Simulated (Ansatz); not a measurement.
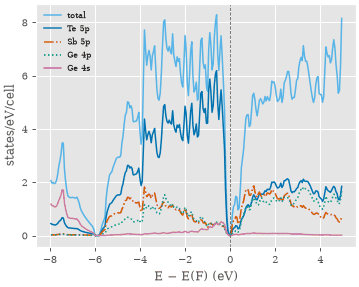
Fig. 1. Total and projected density of states of Ge2Sb2Te5 in space group Cm (No. 8; Pearson symbol mS18), PBEsol in the plane-wave PAW code Ansatz

### Question
Which orbitals carry the states next to the Fermi level?

### Answer
Within 0.5 eV of the Fermi level: Te 5p 60 %, Sb 5p 15 %, Ge 4p 8 %, Ge 4s 7 %. Projections are on Löwdin-orthogonalised atomic valence shells; empty p or d shells of many metals are not among them.

### Question
Where is the tallest occupied peak in this window, and what makes it?

### Answer
Near -0.6 eV, about 8.3 states/eV per cell; the largest projected share is Te 5p.

The first step of the workflow began from a Materials Project structure, measured or hypothetical; the Crystallography Open Database copy checked does not list it. It is not the phase usual at ambient conditions (space group No. 164). Symmetry was held in the PBEsol relaxation; its stability against distortions is not shown here. Scalar-relativistic: spin–orbit coupling is off unless named, which matters more the heavier the elements.

Potentials: the later of the program's two PAW sets.
